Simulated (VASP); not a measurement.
Band structure of Rb2Te (space group Fm-3m). Computed with LDA (Ceperley-Alder, Perdew-Zunger), VASP's LDA PAW potentials (set 64) (plane waves; VASP).

Unless said otherwise, spin-orbit coupling is left out, though it shifts the bands of the heavy elements here.

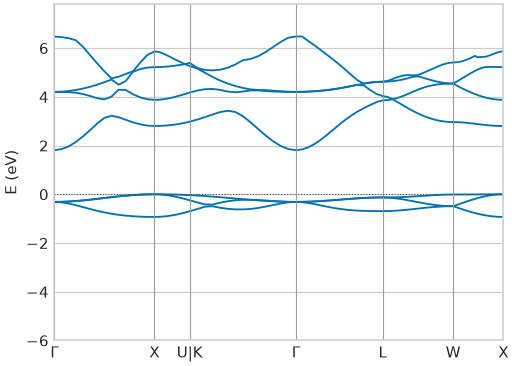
Fig. 1. Bands along high-symmetry lines, zero at the valence-band maximum or, without a gap, the Fermi level

**Question.** Read the plot: is there a gap, and where are the band edges?

**Answer.** The gap is indirect, 1.81 eV, from the valence maximum at X to the conduction minimum at Γ. (Edges off the drawn lines would not show.)

The structure comes from a computed database's Rb2Te entry (Fm-3m); how it stands against other phases isn't given here. It was relaxed first, which changed the volume by -9 %.
